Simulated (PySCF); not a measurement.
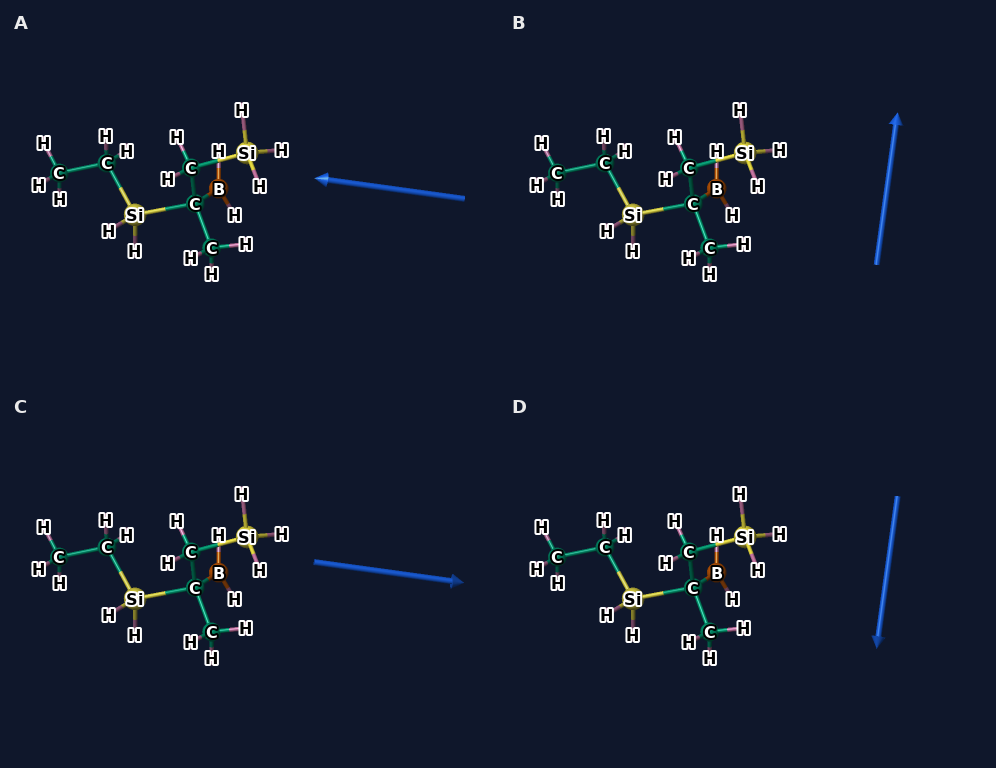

The same molecule four times, each with an arrow. The geometry was computed by an optimisation with GFN2-xTB. No frequency run is at hand to confirm it as a minimum. Level of theory: PBE0/pcSseg-1, gas phase (PySCF 2.14.0).

### Which arrow points along the dipole moment, from the negative to the positive end?

A. The dipole moment is 1.07 D.

The geometry is semi-empirical. Around B, Si such bond lengths and angles can be off by a tenth of an ångström or more and by several degrees, and values that hang on the shape move with them.
